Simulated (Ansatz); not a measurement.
Starting cell, Zn (hcp, Mg type):

```
CELL_PARAMETERS angstrom
      5.29343     0.00000     0.00000
     -1.32336     2.29212     0.00000
      0.00000     0.00000     4.67807
ATOMIC_POSITIONS crystal
  Zn 0.16667 0.66667 0.75000
  Zn 0.66667 0.66667 0.75000
  Zn 0.33333 0.33333 0.25000
  Zn 0.83333 0.33333 0.25000
```

The atoms are displaced by Q × the pattern below (from a DFPT mode at M = (0.5, 0.0, 0.0), largest move 1; Q in Å), at fixed cell. (q is in reciprocal vectors of the primitive cell; the cell shown is doubled to hold the pattern.)

```tsv
atom	x	y	z
Zn1	0.866	0.500	0.000
Zn2	-0.866	-0.500	0.000
Zn3	0.866	0.500	0.000
Zn4	-0.866	-0.500	0.000
```

Calculation: r2SCAN (plane waves to 500 eV, PAW, scalar-relativistic; Ansatz, a first-principles code). k mesh 10×20×10 (Γ-centred), Fermi-Dirac smearing 0.05 eV. Energies are smeared free energies. With partly filled bands, energies and forces of such displacements shift with the k mesh and the smearing. The PAW data are Ansatz's earlier set. Zn was relaxed with its symmetry unable to fall. ΔE is measured from the undisplaced structure.

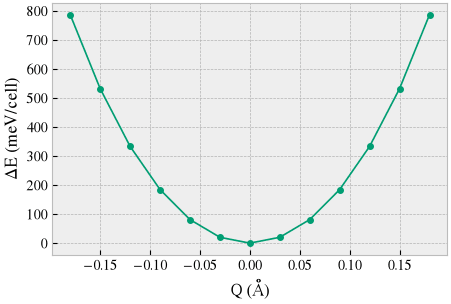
Figure: ΔE (meV/cell) against Q (Å); markers are the computed points, lines only join them.

The energy at Q = 0.180 Å comes out as 787 meV/cell. Harmonic wavenumber from the curvature (finite differences): 216 cm⁻¹. Shape of the curve: a single well with its minimum at or next to zero displacement. Wavenumber by perturbation theory (DFPT, on another k mesh): 216 cm⁻¹. Space group of the distorted cell: Pmma (No. 51), lowered from P6_3/mmc.

E″ = 44.77 eV/Å², M = Σ mᵢ|uᵢ|² = 261.5 u, ν̃ = 521.5·√(|E″|/M).

(A displaced cell: forces are minus the slopes of the energy, force constants its curvatures, and phonons follow from these.)
